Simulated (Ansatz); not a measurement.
CH$_{6}$AlNO

The calculation's input:

```
crystal:
  periodic: [false, false, false]
  atoms:
    - {symbol: N, position_ang: [0.871830, -0.456939, -1.410161]}
    - {symbol: C, position_ang: [-0.198291, -0.691607, -0.736288]}
    - {symbol: O, position_ang: [-0.792540, -0.087789, 2.274947]}
    - {symbol: Al, position_ang: [-0.588757, 0.710092, 0.757067]}
    - {symbol: H, position_ang: [1.184307, -0.987816, -2.215397]}
    - {symbol: H, position_ang: [1.436135, 0.340193, -1.107615]}
    - {symbol: H, position_ang: [-0.754672, -1.556309, -1.108724]}
    - {symbol: H, position_ang: [-0.049217, -0.228771, 2.857036]}
    - {symbol: H, position_ang: [-1.882691, 1.463152, 0.187068]}
    - {symbol: H, position_ang: [0.856995, 1.444695, 0.505066]}
basis:
  gaussian: {orbitals: def2-TZVPP}
hamiltonian: {xc: pbe0, dispersion: d4}
output: {orbitals: {seedname: orbitals}}
```

Command:

```sh
ansatz run in.yaml --threads 2 --pin off --events-out ev --progress --plain --max-ram 4352MiB
```

Geometry: PBE0-D4/def2-TZVP.

All numbers below come from RKS PBE0-D4/def2-TZVPP in Ansatz.

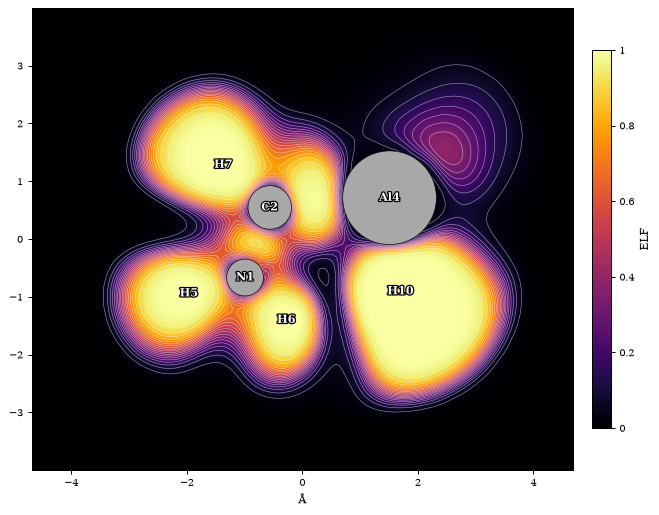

Figure 1. Electron localisation function on the plane of atoms H5, N1 and H6. Grey discs cover the atomic cores.

> What does the map show?

- Atoms in the plane: N, C, Al and H.
- C–N (1.29 Å): the ELF peaks at about 0.90 between the atoms: a covalent bond.
- C–Al (2.09 Å): the ELF peaks at about 1 in the valence shell of C, 0.8 Å from its nucleus, and is about 0.90 at the midpoint.
- N–H (1.01 Å): the ELF climbs to about 1 towards the hydrogen, as it does in any bond to H (a covalent bond by its length).
- C–H (1.09 Å): the ELF climbs to about 1 towards the hydrogen; a covalent bond by its length.

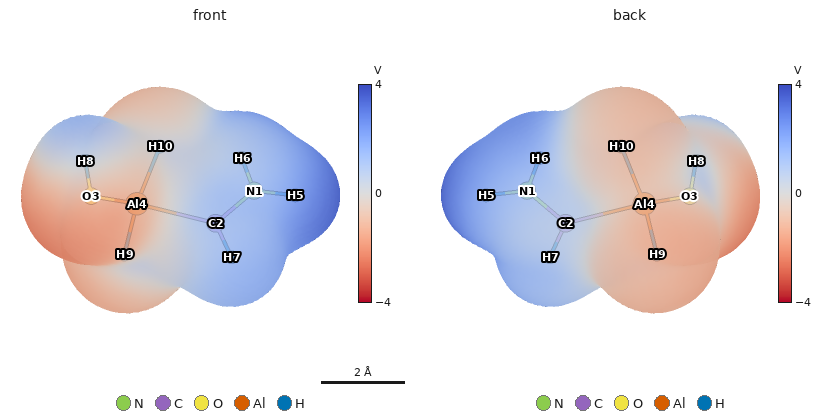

Figure 2. The electrostatic potential painted on the density surface at 0.002 e/bohr³, seen from the front and from behind; red is negative and blue positive.

> Which sites attract a positive test charge, and which a negative one?

A positive charge is drawn to the negative regions and a negative charge to the positive ones. The most negative region (about −2.3 V) lies over O3, the most positive (about +3.4 V) over H5. O3 is the likeliest acceptor of a hydrogen bond.

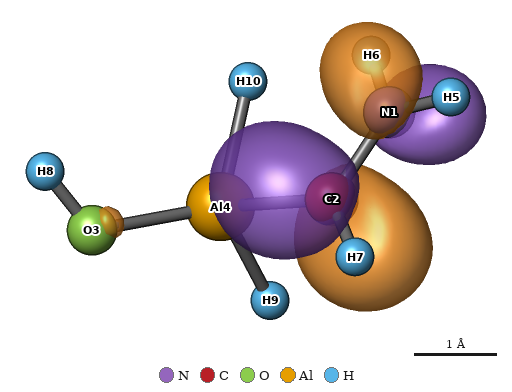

Figure 3. The LUMO at ±0.15 Å⁻³ᐟ² (orange and purple are the two phases), seen at a tilt.

> Describe this orbital and give its energy.

By Hirshfeld shares it lies mainly on C2 (about 50 %), N1 (about 25 %) and H7 (about 5 %); π-antibonding (π*) across C2–N1. Its energy is −2.20 eV.
